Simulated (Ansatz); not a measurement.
**Pd(100) film, 1 layer, flat: channels in plane against thickness**

Aim: the ballistic channels of flat films against thickness, first Pd(100) film, 1 layer, flat.

Program: Ansatz 0.2.0. Level of theory: Ansatz plane-wave DFT, PBE, PAW files; ballistic transport by layer matching (Landauer), zero bias. Results are calculated unless marked as measured.

## (1) The structure

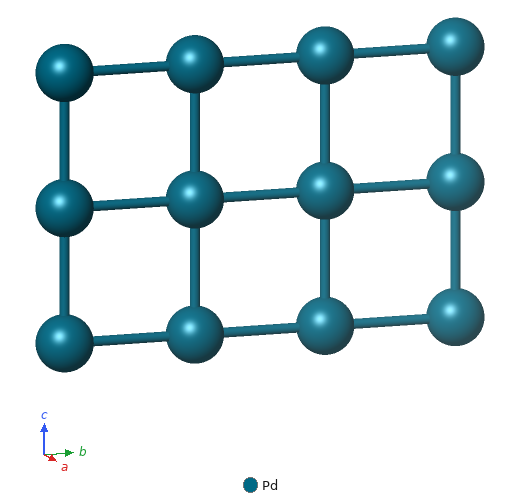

The cell as given, from the side, with the c axis up (palladium blue). 1×3×2 cells are drawn. Some periodic images of atoms are drawn too.

The cell holds 1 atom: 1 Pd. Cell: a = 11.000 Å, b = 2.751 Å, c = 2.751 Å, α = 90.0°, β = 90.0°, γ = 90.0°. It derives from Pd. Vacuum lies along a. The structure's axis is c.

## (2) With 1 layer

Vacuum lies along the first vector, which takes one k-point, and the current runs in the film's plane. One period is a perfect wire, so its channels are the result. Energies from -0.27 to 0.27 eV in steps of 0.036 eV cover the slope of the Fermi function at 300 K, so the program can form a conductance.

Contents of input.yaml:

```yaml
crystal:
  lattice:
    - [11.0, 0.0, 0.0]
    - [0.0, 2.7505039575, 0.0]
    - [0.0, 0.0, 2.7505039575]
  atoms:
    - { symbol: Pd, position: [0.4090909091, 0.0, 0.0] }
kpoints:
  mp_grid: { grid: [1, 15, 15] }
hamiltonian:
  xc: pbe
scf:
  occupations: { method: fermi_dirac, width: 0.1 }
output:
  transmission:
    leads: [[0, 0]]
    kmesh: [1, 44]
    e_range: [-0.27, 0.27]
    de: 0.036
```

Started as:

```console
$ ansatz run input.yaml --threads 4 --pin off --max-ram 8192MiB --backend cpu --events-out ev --progress --plain --runs-dir out
```

Numbers of over 12 decimals in the logs are rounded to 6 here.

Output:

```text
Engine: ansatz 0.2.0, x86_64-unknown-linux-gnu
Pseudopotentials: kind: paw
Pseudopotential: Pd, paw, valence charge 18, recommended cutoff 420 eV (normal), Pd.paw.azcp
Functional definition: PBE
  parameter kappa = 0.804
  parameter beta = 0.066725
  exchange = pbe_x(kappa = kappa, mu = beta*pi^2/3)
  correlation = pbe_c(beta = beta)
Crystal: 1 atoms, lattice volume = 83.218 Å³
Basis set: ecut = 420 eV, 1681 PW (Γ)
Bands: 13, of which v1, the nominal top of the filled ones, is band 9 counted from 1 (8 counted from 0)
Symmetry: 16 space group operations
Space group: P4/mmm (ITA 123), of the structure as read, at distance tolerance 4.4e-5 Å
k-points: 36 of 225
Non-local potential: Pd, projectors of the file, l = 0: 2, l = 1: 2, l = 2: 2, l = 3: 1
PAW form: soft (Blöchl's): semilocal exchange-correlation on the pseudo side does not see the compensation charge
PAW one-centre angular grid: Pd, 590 points (default); XC on 64 Gauss nodes
Initial density: superposition of atomic densities (neutral atoms: chi_scale 0, normalization atom), corrected by the library's trained network
Initial wavefunctions: pseudopotential atomic-orbital guess
Functional: x = pbe(κ = 0.804, μ = 0.219515), c = pbe(β = 0.066725)
SCF iter   1: F=—  HF=-6971.329019 eV  |F-HF|=—  |Δ(HF+E_count)|=         —  Δρ=2.98e-3  dr2=1.98e-3  ethr=1.77e-3  ⟨swp⟩=5.4  Hψ=2618  notcnv=0
preconditioner: auto → LDOS  [metal: Δε(μ)=0.071 eV  Ē_g=7.721 eV  σ=0.100 eV  W_gap=0.17  n_scr=6 (ndim 8)  ℏωp=12.9 eV  f_vac=0.656  D(μ)=2.76/eV (n_scr^D=20)  β→1.0]
SCF iter   2: F=—  HF=-6971.330041 eV  |F-HF|=—  |Δ(HF+E_count)|=   1.02e-3  Δρ=2.98e-3  dr2=2.83e-3  ethr=1.10e-5  ⟨swp⟩=2.0  Hψ=1208  notcnv=0
SCF iter   3: F=—  HF=-6971.329242 eV  |F-HF|=—  |Δ(HF+E_count)|=   7.99e-4  Δρ=1.32e-4  dr2=9.35e-6  ethr=1.10e-5  ⟨swp⟩=2.1  Hψ=762  notcnv=0
SCF iter   4: F=—  HF=-6971.329244 eV  |F-HF|=—  |Δ(HF+E_count)|=   1.97e-6  Δρ=2.19e-5  dr2=2.78e-7  ethr=5.19e-8  ⟨swp⟩=2.4  Hψ=681  notcnv=0
iter 5 did not close the SCF: its close was put off for the readings that it lacked (scf_convergence_deferred on its scf_iter line)
SCF iter   5: F=-6971.329244 eV  HF=-6971.329244 eV  |F-HF|=6.95e-8  |Δ(HF+E_count)|=   2.06e-7  Δρ=1.25e-5  dr2=9.37e-8  ethr=1.54e-9  ⟨swp⟩=2.3  Hψ=729  notcnv=0
SCF iter   6: F=-6971.329244 eV  HF=-6971.329244 eV  |F-HF|=1.25e-9  |Δ(HF+E_count)|=   1.15e-8  Δρ=2.34e-6  dr2=3.94e-9  ethr=5.21e-10  ⟨swp⟩=1.6  Hψ=1480  notcnv=0
SCF 1 converged in 6 iterations: F = -6971.329244 eV  dr2 = 3.94e-9
  greatest PAW one-centre occupation: 0.999 electrons in one spin orbital (limit 2), on the Pd atom at site 0 (counted from 0), in its partial waves of l = 0
transmission: 12 of 92 steps passed
transmission: 20 of 92 steps passed
[...]
transmission: 92 of 92 steps passed
SCF converged after 6 iterations
Free energy (F): -6971.329244 eV
Harris-Foulkes:  -6971.329244 eV  (|F-HF|=1.25e-9)
Internal energy: -6971.235573 eV  (E = F + TS)
E sigma→0 (E₀):  -6971.282409 eV
Entropy (-TS):   -0.093671 eV (-93.671 meV/atom)
Fermi energy:    -1.126936 eV
--- Per-component energies (eV) ---
  E_band       = -492.211683
  E_kinetic    = 512.556035
  E_local      = -7374.477931  (includes V_loc(G=0)·N_el)
  E_nonlocal   = 219.300903
  E_hartree    = 3344.808674
  E_xc         = -165.762198
  E_vxc        = -207.470913  (∫ρ·V_xc dr)
  E_paw        = -3751.712867  (= ΣΔE_a)
  E_vpaw       = -331.741222  (= ΣTr[D̂ρ^β])
  E_aug_tail   = 0.000220  (compensation charges beyond the density's cutoff)
  E_ewald      = 244.051591
  E_smearing   = -0.093671  (= −TS)
  E_closure    = 0.000000  (closes the sum)
  Σ components = -6971.329244   (vs F -6971.329244, Δ=0.00e0)
--- Band table (eV; the first three rows and the last of 36) ---
  k-point 0: bands = [... 5 lower, -4.3278, -2.1466, -1.2977, -1.2977, -0.9424, 1.3316, 4.0912, 6.2221]
  k-point 1: bands = [... 5 lower, -4.2609, -2.1130, -1.4323, -1.2907, -0.9969, 1.5009, 4.1759, 6.3258]
  k-point 2: bands = [... 5 lower, -3.9583, -2.0126, -1.7568, -1.2709, -1.1476, 1.9406, 4.4301, 6.6313]
  k-point 35: bands = [... 5 lower, -2.7010, -2.6895, -1.3298, -0.1486, 5.8067, 6.3684, 10.1839, 10.4590]
--- Transmission ---
  basis      : 265 plane waves across, 4 finite elements along
  points     : 23, standing for a mesh of 1 x 44
  filling    : by the input's occupations and mesh, since the crystals that have channels conduct as metals do. If one of these is a semiconductor, that mesh has misplaced its level
  energies   : 16 from -0.270000 to 0.270000 eV about the Fermi level, 0.036000 eV apart; the leads are filled to 0.000000 eV, and channels, transmission and decay are at 0.018000 eV
  crystal 0  : Pd1, at the sites [0, 0], period 2.7505 Å: whole cells are its period
    offset         : up to 0.0000 Å between an atom of the period and one for which it stands
    filled         : 63.0 meV over the level at which it is neutral
    channels       : 1.250000e0 a spin
    conductance    : 3.6175e14 S/m² at 300 K; may be off by some 0.0 % by where its bands' edges are placed, 2.5 % from the k-mesh, 28.0 % from the distance to neutral
```

It took 45 s on 4 threads of AMD EPYC 9R45, shared host; peak memory 0.77 GiB.

Numbers from this step:

```
free energy                                    : -6971.3292 eV
energy at zero smearing                        : -6971.2824 eV
Fermi energy                                   : -1.127 eV
cell area                                      : 30.26 Å²
open channels per spin nearest the Fermi level : 1.477
estimated errors of the lead's conductance     : 0, 2.5, 28 % (band edges, k-mesh, distance from neutral)
lead conductance per cell                      : 1.413 G₀
```

Per spin. The open channels, zone mean, lead by energy, zero at the Fermi level:

```
energy (eV)  open channels, zone mean, lead
     -0.270                            2.27
     -0.234                            2.45
     -0.198                            2.73
     -0.162                            2.43
     -0.126                            2.20
     -0.090                            1.98
     -0.054                            1.80
     -0.018                            1.48
      0.018                            1.25
      0.054                            1.25
      0.090                            1.16
      0.126                            1.16
      0.162                            1.07
      0.198                               1
      0.234                           0.955
      0.270                           0.955
```

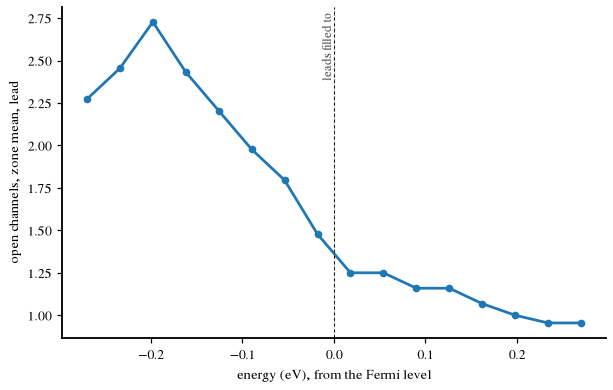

Open channels, zone mean, lead, plotted against energy.

The program's largest error estimate for it is 28 %, from the distance from the neutral level.

## (3) With 2 layers, thickness 3.89 A

The film grows to 2 layers.

System of this step: Pd(100) film, 2 layers, flat. The cell holds 2 atoms: 2 Pd. Its edges and angles: a = 12.945 Å, b = 2.751 Å, c = 2.751 Å, α = 90.0°, β = 90.0°, γ = 90.0°. It derives from Pd. Vacuum lies along a. The structure's axis is c.

input.yaml, the sections that differ from step 2:

```yaml
crystal:
  lattice:
    - [12.9449, 0.0, 0.0]
    - [0.0, 2.7505039575, 0.0]
    - [0.0, 0.0, 2.7505039575]
  atoms:
    - { symbol: Pd, position: [0.3476272509, 0.0, 0.0] }
    - { symbol: Pd, position: [0.4978717487, 0.5, 0.5] }
# kpoints, hamiltonian, scf, output: as in step 2
```

Output:

```text
[...]
Crystal: 2 atoms, lattice volume = 97.932 Å³
Basis set: ecut = 420 eV, 1943 PW (Γ)
Bands: 22, of which v1, the nominal top of the filled ones, is band 18 counted from 1 (17 counted from 0)
Symmetry: 16 space group operations
[...]
k-points: 36 of 225
[...]
k-point 35: bands = [... 14 lower, 1.9974, 2.0067, 2.9856, 3.0500, 7.7091, 8.2092, 11.5532, 12.4898]
--- Transmission ---
  basis      : 315 plane waves across, 4 finite elements along
  points     : 23, standing for a mesh of 1 x 44
[...]
crystal 0  : Pd2, at the sites [0, 0], period 2.7505 Å: whole cells are its period
[...]
filled         : 20.6 meV over the level at which it is neutral
    channels       : 2.159091e0 a spin
[...]
slowest decay  : 0.0683 /Å at (0.0000, 0.3182)
[key lines of the parts left out:]
SCF converged after 7 iterations
Free energy (F): -13944.321825 eV
Fermi energy:    2.426703 eV
```

Wall time 89 s (4 threads); peak memory 1 GiB.

Numbers from this step:

```yaml
free_energy: -13944.3218 eV
energy_at_zero_smearing: -13944.2574 eV
fermi_energy: 2.427 eV
cell_area: 35.60 Å²
open_channels_per_spin_nearest_the_fermi_level: 1.886
estimated_errors_of_the_lead_s_conductance: 0, 9.7, 0.1 % (band edges, k-mesh, distance from neutral)
lead_conductance_per_cell: 2.014 G₀
```

Per spin. Table of open channels, zone mean, lead by energy, zero at the Fermi level:

```
energy (eV)  open channels, zone mean, lead
     -0.270                            2.48
     -0.234                            2.39
     -0.198                            2.30
     -0.162                            2.39
     -0.126                            2.20
     -0.090                            2.07
     -0.054                            1.89
     -0.018                            1.89
      0.018                            2.16
      0.054                            2.11
      0.090                            1.55
      0.126                            1.59
      0.162                            1.59
      0.198                             1.5
      0.234                             1.5
      0.270                            1.55
```

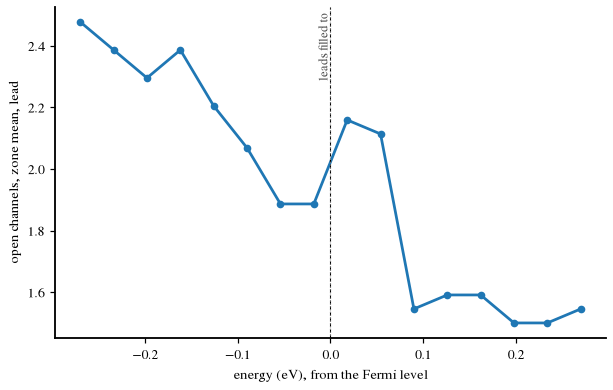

Open channels, zone mean, lead, plotted against energy.

The lead conductance per cell is 2.01 G₀, 43 % over the 1.41 G₀ of the last finished run.

## (4) With 3 layers, thickness 5.835 A

The film grows to 3 layers.

System of this step: Pd(100) film, 3 layers, flat. The cell holds 3 atoms: 3 Pd. Its edges and angles: a = 14.890 Å, b = 2.751 Å, c = 2.751 Å, α = 90.0°, β = 90.0°, γ = 90.0°. It derives from Pd. Vacuum lies along a. The structure's axis is c.

input.yaml, the sections that differ from step 3:

```yaml
crystal:
  lattice:
    - [14.8898, 0.0, 0.0]
    - [0.0, 2.7505039575, 0.0]
    - [0.0, 0.0, 2.7505039575]
  atoms:
    - { symbol: Pd, position: [0.3022203119, 0.0, 0.0] }
    - { symbol: Pd, position: [0.4328399307, 0.5, 0.5] }
    - { symbol: Pd, position: [0.5634595495, 0.0, 0.0] }
# kpoints, hamiltonian, scf, output: as in step 3
```

Output:

```text
[...]
Crystal: 3 atoms, lattice volume = 112.645 Å³
Basis set: ecut = 420 eV, 2237 PW (Γ)
Bands: 33, of which v1, the nominal top of the filled ones, is band 27 counted from 1 (26 counted from 0)
Symmetry: 16 space group operations
[...]
k-points: 36 of 225
[...]
k-point 35: bands = [... 23 lower, 4.5000, 4.9777, 5.2399, 5.2825, 9.2785, 9.7614, 12.2003, 12.8288, ... 2 higher]
--- Transmission ---
  basis      : 361 plane waves across, 4 finite elements along
  points     : 23, standing for a mesh of 1 x 44
[...]
crystal 0  : Pd3, at the sites [0, 0], period 2.7505 Å: whole cells are its period
[...]
filled         : 39.2 meV over the level at which it is neutral
    channels       : 2.250000e0 a spin
[...]
[key lines of the parts left out:]
SCF converged after 9 iterations
Free energy (F): -20917.202684 eV
Fermi energy:    4.724086 eV
```

Wall time 3.1 min (4 threads); peak memory 1.3 GiB; 11 min of CPU time.

Numbers from this step:

| Property | Result |
| --- | --- |
| free energy | -20917.2027 eV |
| energy at zero smearing | -20917.1022 eV |
| Fermi energy | 4.724 eV |
| cell area | 40.95 Å² |
| open channels per spin nearest the Fermi level | 2.227 |
| estimated errors of the lead's conductance | 0, 4.5, 10.1 % (band edges, k-mesh, distance from neutral) |
| lead conductance per cell | 2.447 G₀ |

Per spin. Open channels, zone mean, lead against energy, zero at the Fermi level:

```
energy (eV)  open channels, zone mean, lead
     -0.270                            3.57
     -0.234                            3.61
     -0.198                            3.55
     -0.162                            3.68
     -0.126                            3.55
     -0.090                            3.68
     -0.054                            2.64
     -0.018                            2.23
      0.018                            2.25
      0.054                            2.66
      0.090                            2.75
      0.126                            2.25
      0.162                            2.20
      0.198                            2.07
      0.234                            2.07
      0.270                            1.98
```

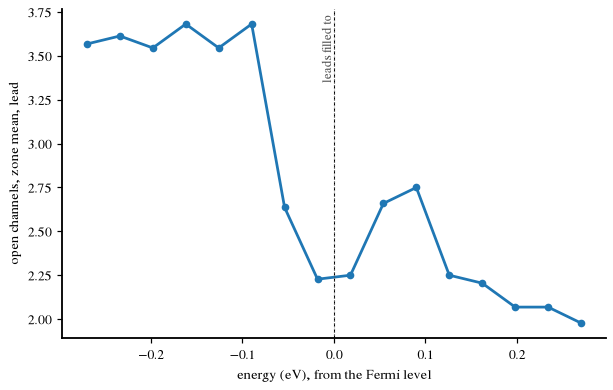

Open channels, zone mean, lead against energy.

The lead conductance per cell is 2.45 G₀, 21 % over the 2.01 G₀ of the last finished run.

## (5) With 4 layers, thickness 7.78 A

The film grows to 4 layers.

System of this step: Pd(100) film, 4 layers, flat. The cell holds 4 atoms: 4 Pd. Cell: a = 16.835 Å, b = 2.751 Å, c = 2.751 Å, α = 90.0°, β = 90.0°, γ = 90.0°. It derives from Pd. Vacuum lies along a. The structure's axis is c.

input.yaml, the sections that differ from step 4:

```yaml
crystal:
  lattice:
    - [16.8347, 0.0, 0.0]
    - [0.0, 2.7505039575, 0.0]
    - [0.0, 0.0, 2.7505039575]
  atoms:
    - { symbol: Pd, position: [0.2673050307, 0.0, 0.0] }
    - { symbol: Pd, position: [0.3828342649, 0.5, 0.5] }
    - { symbol: Pd, position: [0.4983634992, 0.0, 0.0] }
    - { symbol: Pd, position: [0.6138927335, 0.5, 0.5] }
# kpoints, hamiltonian, scf, output: as in step 4
```

Output:

```text
[...]
Crystal: 4 atoms, lattice volume = 127.359 Å³
Basis set: ecut = 420 eV, 2541 PW (Γ)
Bands: 44, of which v1, the nominal top of the filled ones, is band 36 counted from 1 (35 counted from 0)
Symmetry: 16 space group operations
[...]
k-points: 36 of 225
[...]
k-point 35: bands = [... 32 lower, 6.6547, 6.6970, 7.0173, 7.0478, 10.6249, 11.1024, 12.9023, 13.4391, ... 4 higher]
--- Transmission ---
  basis      : 409 plane waves across, 4 finite elements along
  points     : 23, standing for a mesh of 1 x 44
[...]
crystal 0  : Pd4, at the sites [0, 0], period 2.7505 Å: whole cells are its period
[...]
filled         : 15.9 meV over the level at which it is neutral
    channels       : 3.840909e0 a spin
[...]
[key lines of the parts left out:]
SCF converged after 9 iterations
Free energy (F): -27890.076485 eV
Fermi energy:    6.466688 eV
```

Run time: 5.1 min. Hardware: 4 threads; peak memory 1.7 GiB; 19 min of CPU time.

Numbers from this step:

```yaml
free_energy: -27890.0765 eV
energy_at_zero_smearing: -27889.9484 eV
fermi_energy: 6.467 eV
cell_area: 46.30 Å²
open_channels_per_spin_nearest_the_fermi_level: 4
estimated_errors_of_the_lead_s_conductance: 0.1, 2.3, 0.4 % (band edges, k-mesh, distance from neutral)
lead_conductance_per_cell: 3.817 G₀
```

Per spin. Table of open channels, zone mean, lead by energy, zero at the Fermi level:

```
energy (eV)  open channels, zone mean, lead
     -0.270                            3.75
     -0.234                            4.25
     -0.198                            4.16
     -0.162                            3.70
     -0.126                            3.91
     -0.090                            3.91
     -0.054                            3.77
     -0.018                               4
      0.018                            3.84
      0.054                            3.66
      0.090                            3.02
      0.126                            2.93
      0.162                            2.70
      0.198                            2.70
      0.234                            2.52
      0.270                            2.48
```

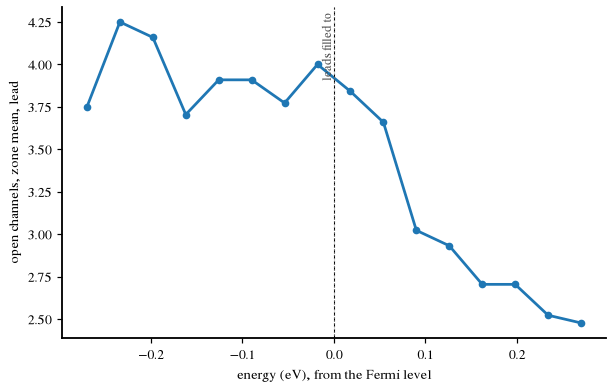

Open channels, zone mean, lead, plotted against energy.

The lead conductance per cell is 3.82 G₀, 56 % over the 2.45 G₀ of the last finished run.

[end of part 1 of 2]

[Logs are printed without paths, hosts, clocks, repeated set-up lines and the standing remarks that a program may print on its own settings, such as how far it seeks lower states.]

[Hosts, paths, dates, database ids (printed as entryN), source tags and the programs' standing remarks are cut or masked in the printed files.]
